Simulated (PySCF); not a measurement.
C3H14GeSi2, SMILES CC(C)[SiH2][SiH2][GeH3] at its GFN2-xTB optimised geometry (Å):

```
20

C      1.6459    -0.2926     0.0000
C      0.1207    -0.2926     0.0000
C     -0.4075    -1.0918     1.1869
Si    -0.5647     1.4945     0.0000
Si     0.1978     2.6797     1.8465
Ge    -1.2963     4.3583     2.4964
H      2.0327    -1.3108    -0.0342
H      2.0296     0.1841     0.9013
H      2.0339     0.2459    -0.8622
H     -0.2134    -0.7945    -0.9145
H     -1.4953    -1.1187     1.1836
H     -0.0782    -0.6495     2.1258
H     -0.0434    -2.1185     1.1537
H     -2.0339     1.4027    -0.0477
H     -0.1551     2.1185    -1.2691
H      0.4368     1.8347     3.0273
H      1.4965     3.3232     1.5996
H     -1.1882     5.6509     1.7400
H     -1.2362     4.8109     3.9279
H     -2.7479     4.0088     2.3273
```

Level of theory: PBE/def2-SVP in PySCF 2.14.0. Cells within 0.4 Å of a nucleus heavier than hydrogen are left out (blank, or x).

Map of the HOMO−1 amplitude (bohr^(-3/2)) on the plane z = 1.2 Å; orbital energy -7.32 eV, overall sign arbitrary:

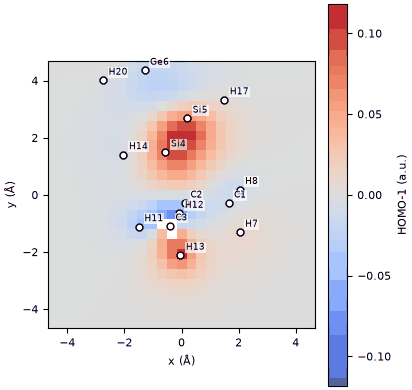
HOMO−1 amplitude (bohr^(-3/2)) on the plane z = 1.2 Å.
